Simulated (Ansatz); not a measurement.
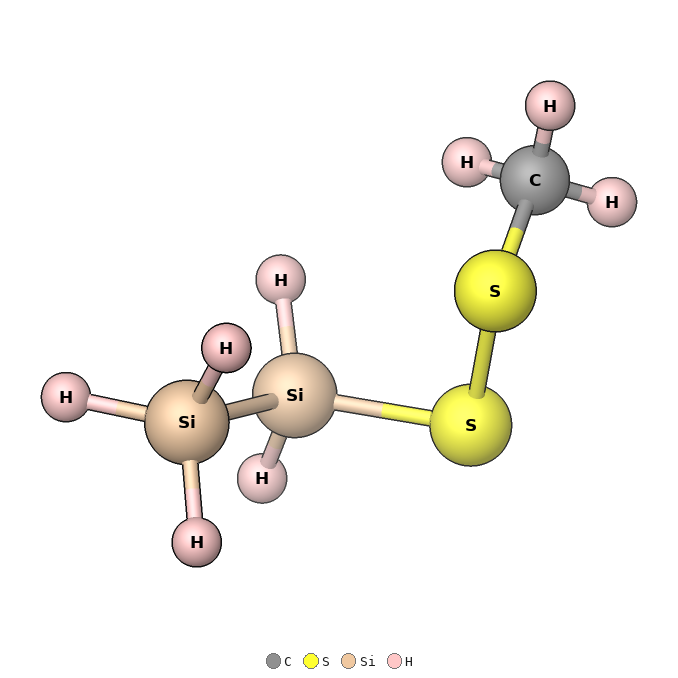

Orthographic view. Distant atoms are faded towards the background colour. The geometry was computed by an optimisation with PBE0-D4/def2-TZVP. No frequency run is at hand to confirm it as a minimum.

Question: Write the InChI string.

Answer: InChI=1S/CH8S2Si2/c1-2-3-5-4/h5H2,1,4H3
